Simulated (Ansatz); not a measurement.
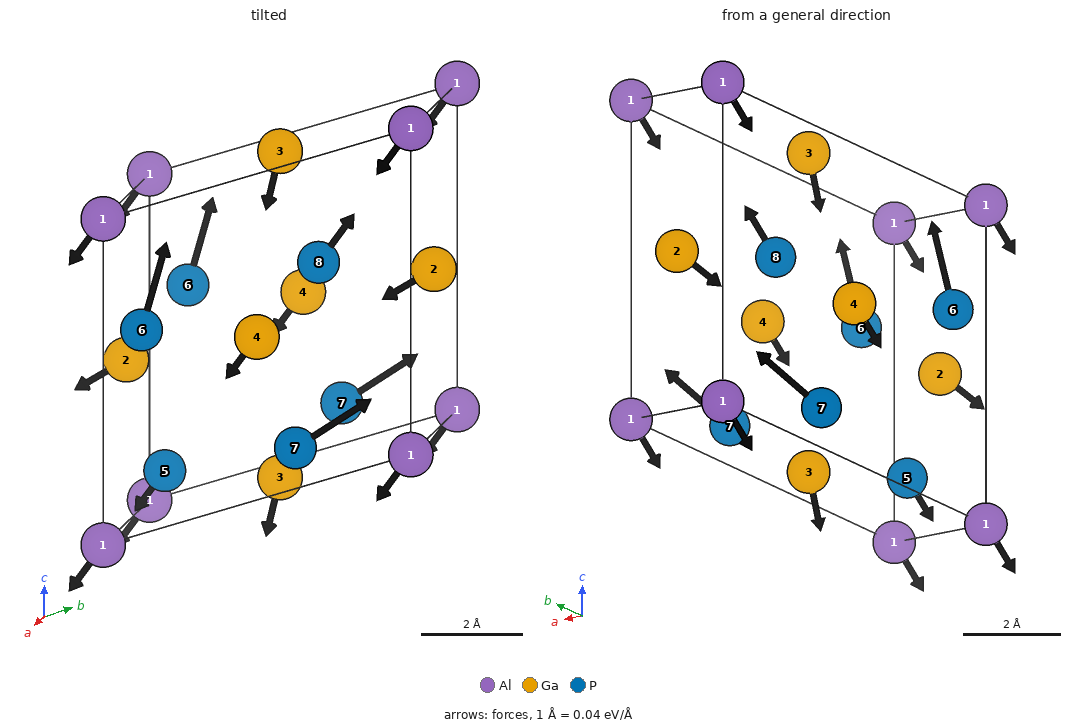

This spheres-only model is shown slightly off an axis and from a general direction. The simulation cell is outlined; an atom on or near a face, edge or corner is repeated at each equivalent position. The arrows are the computed forces on the atoms.

System: AlGa3P4. Run with DFT, PBE0, plane waves, PAW in Ansatz 0.2.0 and these settings: a cutoff energy of 420 eV, Brillouin-zone sampling on a 4×2×2 mesh, no spin polarisation.

**Has this structure been optimised to equilibrium?**

No. The atoms still feel forces of up to about 0.061 eV/Å, above a usual threshold of 0.01 to 0.03 eV/Å.

**Which atom is furthest from force balance?**

P6 and P7, about 0.061 eV/Å.

**On average, how strongly is each element pushed?**

Mean magnitudes: about Al 0.032 eV/Å, Ga 0.032 eV/Å, P 0.046 eV/Å.

The structure comes from a structure type filled with these elements by a generator (whether the compound takes this form wasn't checked). Earlier steps of the study, as a rule a relaxation of our own, may have changed the cell and positions, so they can lie some per cent off the listed ones. It was the input of a calculation with Ansatz.
